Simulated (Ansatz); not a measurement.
# In2S (model cell, started as antifluorite): a soft mode frozen in, part 3 of 3

Which phase does In2S (model cell, started as antifluorite) fall into along its unstable mode, and how much energy does it gain?

Ansatz 0.2.0; DFT PBEsol, scalar-relativistic, plane waves, PAW.

So far. Step 5 (Energy along the mode, all amplitudes (two of the runs …): The lowest of the steps tried is the last one, at 0.6 Å, 72.2 meV/atom below the parent; the bottom of the well need not coincide with a step. Step 7 (The new phase in its own primitive cell): The largest force component left is 0.31 meV/Å and the pressure is -0.001 GPa, within the tolerances set. The cell now holds 25.65 Å³/atom. The relaxed cell has a, b, c = 3.652, 6.750, 6.243 Å (conventional setting).

The structure was built from a prototype and need not be the compound's stable phase.

**8. Modes of the new phase, k-mesh 8×6×6**

A relaxed structure may still be a saddle point, so its zone-centre modes are computed. No field response is asked, since the mesh shows no gap.

The input, input.yaml:

```yaml
crystal:
  lattice:
    - [3.6520687148, 0.0, 0.0]
    - [0.0, 6.7497349414, 0.0]
    - [0.0, 0.0, 6.2430235818]
  atoms:
    - { symbol: S, position: [0.0, 0.5, 0.1023740454] }
    - { symbol: S, position: [0.5, 0.0, 0.8976259546] }
    - { symbol: In, position: [0.5, 0.7641417877, 0.2842544364] }
    - { symbol: In, position: [0.0, 0.2641417877, 0.7157455636] }
    - { symbol: In, position: [0.5, 0.2358582123, 0.2842544364] }
    - { symbol: In, position: [0.0, 0.7358582123, 0.7157455636] }
kpoints:
  mp_grid: { grid: [8, 6, 6] }
hamiltonian:
  xc: pbesol
scf:
  occupations: { method: methfessel_paxton, width: 0.15 }
output:
  eigenvalues: true
phonons:
  method: dfpt
```

Command:

```sh
$ ansatz run input.yaml --threads 4 --pin off --max-ram 7168MiB --backend cpu --events-out ev --progress --plain --runs-dir out
```

Numbers of over 12 decimals in the logs are rounded to 6 here.

The log of the run:

```text
zone centre: on kpoints.mp_grid the ground state, and the responses unless they are solved on pairs of k-points, stand on 100 of the mesh's 288 k-points, reduced under 2 symmetry operations, with k and −k counted as one. Each operation leaves every solved displacement unchanged or reverses it
[...]
Crystal: 6 atoms, lattice volume = 153.894 Å³
Basis set: ecut = 420 eV, 2999 PW (Γ), exchange–correlation on 60×96×90 points (8 copies of the dense FFT grid, shifted against one another)
Bands: 39, of which v1, the nominal top of the filled ones, is band 32 counted from 1 (31 counted from 0)
Symmetry: 8 space group operations
k-points: 100 of 288 (irreducible under 2 space group operations, time reversal used)
[...]
SCF iter   1: F=—  HF=-23872.835567 eV  |F-HF|=—  |Δ(HF+E_count)|=         —  Δρ=3.99e-3  dr2=3.07e-2  ethr=1.77e-3  ⟨swp⟩=6.8  Hψ=16159  notcnv=0
[...]
SCF iter  11: F=-23872.824444 eV  HF=-23872.824444 eV  |F-HF|=0.00e0  |Δ(HF+E_count)|=  7.28e-12  S|Δr|=    0.00e0  Δρ=6.15e-8  dr2=9.07e-12  ethr=1.00e-12  ⟨swp⟩=9.9  Hψ=19423  notcnv=0
SCF 1 converged in 11 iterations: F = -23872.824444 eV  dr2 = 9.07e-12
[...]
DFPT response loops at Γ: preconditioner auto → Kerker (q_TF=auto, 2.357 Å⁻¹) (partly filled bands, converged f_vac=0.000); β = 1.00, the filter's whole step (`scf.mixing.beta` (0.50) is not read by the response loops under this deck's `scf.mixing.preconditioner`; to damp them name `kerker` or `kerker_dos`, under which they read `scf.mixing.beta`, and type it under 1.00, their step now; both keys bind the ground state too); Broyden in place of MSR1
SCF converged after 11 iterations
[...]
Free energy (F): -23872.824444 eV
[...]
Internal energy: -23872.826627 eV  (E = F + TS)
E sigma→0 (E₀):  -23872.824990 eV
Entropy (-TS):   0.002183 eV (0.364 meV/atom)
Fermi energy:    8.333498 eV
[...]
--- Band table (eV; the first three rows and the last of 100) ---
  k-point 0: bands = [... 28 lower, 6.0183, 6.3880, 6.6557, 7.8392, 9.5256, 9.6225, 11.5178, 12.5962, ... 3 higher]
  k-point 1: bands = [... 28 lower, 6.0768, 6.6442, 6.7221, 8.1762, 8.6650, 10.2423, 11.1575, 12.4413, ... 3 higher]
  k-point 2: bands = [... 28 lower, 6.4444, 6.6177, 6.9596, 8.1344, 9.1914, 10.1149, 10.8172, 12.0209, ... 3 higher]
  k-point 99: bands = [... 28 lower, 6.7554, 6.7554, 6.9028, 6.9028, 8.5059, 8.5059, 10.9836, 10.9836, ... 3 higher]
--- Phonons (Γ-DFPT): 6 representative perturbations + reference, on 100 of 288 k-points (Σ response iterations 18) ---
  k mesh reduced under 2 symmetry operations, with k and −k counted as one. Each operation leaves every solved displacement unchanged or reverses it
  ASR residual: 2.903e-5 → 0.000e0 eV/Å²; symmetrization residual: 6.244e-6 eV/Å²
  ASR residual per site (eV/Å²): 2.90e-5 2.90e-5 2.12e-5 2.12e-5 2.12e-5 2.12e-5
  Γ frequencies (cm⁻¹): 0.00 0.00 0.00 21.06 32.28 43.84 48.68 67.72 88.46 90.71 102.54 116.30 119.57 134.44 138.92 149.65 173.55 176.19
  non-analytic LO–TO correction: not included (Born effective charges unavailable; polar crystals: no LO–TO splitting at Γ)
```

The job ended after 75 s (4 threads of Intel Xeon 6975P-C (Granite Rapids), shared host; peak memory 2.4 GiB).

This step gave:

```yaml
sum_rule_residual_before_enforcement: 2.90e-5 eV/Å²
point_group: mmm
highest_optical_mode_at_the_zone_centre_no_lo_to_term: 176.2 cm⁻¹
lowest_optical_zone_centre_mode: 21.06 cm⁻¹
```

Patterns of degenerate modes are one choice out of their space. The modes at Γ (shares of kinetic energy by element, %):

| mode | frequency (cm⁻¹) | symmetry | S % | In % |
| --- | --- | --- | --- | --- |
| 1 | 0.0 | acoustic | 12 | 88 |
| 2 | 0.0 | acoustic | 12 | 88 |
| 3 | 0.0 | acoustic | 12 | 88 |
| 4 | 21.1 | B2u | 2 | 98 |
| 5 | 32.3 | B3g | 1 | 99 |
| 6 | 43.8 | Au | 0 | 100 |
| 7 | 48.7 | B2g | 9 | 91 |
| 8 | 67.7 | B1g | 0 | 100 |
| 9 | 88.5 | Ag | 9 | 91 |
| 10 | 90.7 | B3g | 6 | 94 |
| 11 | 102.5 | B2u | 86 | 14 |
| 12 | 116.3 | Ag | 8 | 92 |
| 13 | 119.6 | B1u | 44 | 56 |
| 14 | 134.4 | B1u | 44 | 56 |
| 15 | 138.9 | B3u | 88 | 12 |
| 16 | 149.7 | B2g | 91 | 9 |
| 17 | 173.6 | Ag | 83 | 17 |
| 18 | 176.2 | B3g | 93 | 7 |

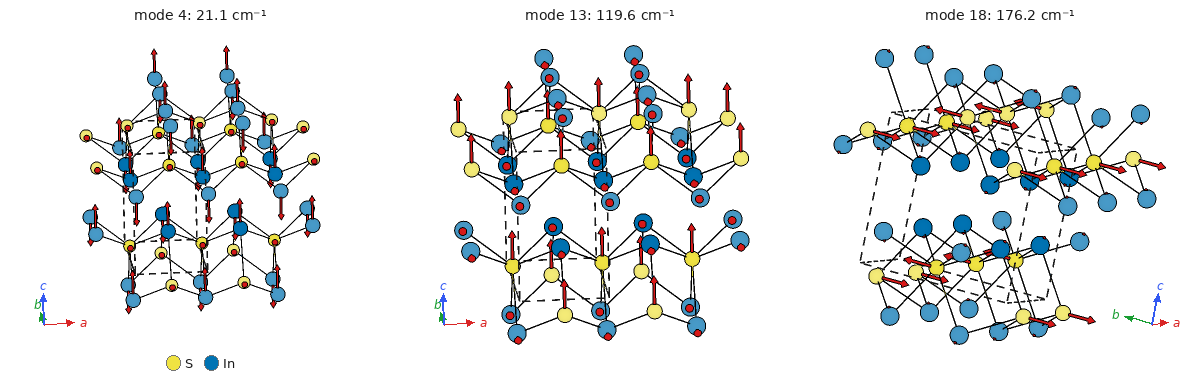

Displacement patterns of modes 4, 13 and 18 at Γ; arrows are exaggerated. 2×1×1 cells are drawn. Some periodic images of atoms are drawn too.

Before it was imposed, the acoustic sum rule was missed by 2.9e-5 eV/Å². Small misses are needed for a sound result but don't prove that mesh and cutoff are converged. The lowest optical mode is real, 21.1 cm⁻¹.

**9. Outcome**

| Quantity | Value |
| --- | --- |
| unstable mode of the parent | q = (0, -0.5, -0.5), 131i cm⁻¹ |
| depth at the lowest point sampled | 72.2 meV/atom |
| largest atomic shift at that point | 0.6 Å |
| space group reached (within 0.01 Å) | Pmmn |
| energy gained over the parent (first relaxation, on the mesh of the frozen mode) | 229 meV/atom |
| volume per atom, phase reached | 25.6 Å³ |
| lowest optical zone-centre mode, phase reached | 21.1 cm⁻¹ |
| highest optical mode at the zone centre (no LO-TO term), phase reached | 176 cm⁻¹ |

**Reading.** Along this mode the structure falls into Pmmn, 229 meV/atom below the parent. At the parent's cell the well is 72.21 meV/atom deep on the steps tried, with its lowest point at a shift of 0.6 Å. That is the last step tried, so the steps alone don't bracket the bottom of the well. Relaxing atoms and cell changes the gain by +156.29 meV/atom against the lowest step (energies at zero smearing). Most of the total comes from this relaxation. The new phase has no imaginary mode at the zone centre of its cell; other wavevectors were not checked. Of the 4 patterns followed to their end from this parent, this one ends 55.6 meV/atom above the lowest, C2/m. Each path keeps the symmetry of its pattern, so a lower phase may lie along a pattern not tried. With no gap, or one that is small against the smearing, the frequencies hang on the k mesh and the smearing, most of all near Kohn anomalies. A phonon run warned that its eigensolver left some bands unconverged in a pass. The starting cell was built on a prototype and not taken from a measurement, so the phase need not exist.

[Logs are printed without paths, hosts, clocks, repeated set-up lines and the standing remarks that a program may print on its own settings, such as how far it seeks lower states.]

[Hosts, paths, dates, database ids (printed as entryN), source tags and the programs' standing remarks are cut or masked in the printed files.]
